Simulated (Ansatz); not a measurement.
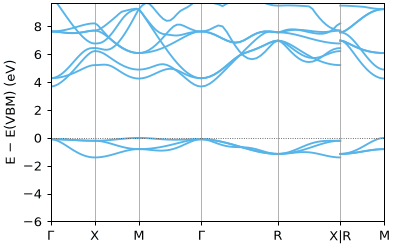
Figure. Band structure from the program Ansatz at the PBE level (PAW)

### Question
Read off the gap and where the band edges lie.

### Answer
About 3.7 eV (3.69 eV by a search for the band edges); maximum at M, minimum at Γ.

### Question
Which compound is it?
(A) CsBr, CsCl type
(B) CsI, CsCl type
(C) CsCl, CsCl type

### Answer
B, CsI, CsCl type

Space group Pm-3m (CsCl type). Symmetry was held in the PBE relaxation. Spin–orbit coupling is left out wherever it is not named.

Potentials: the later of the program's two PAW sets.
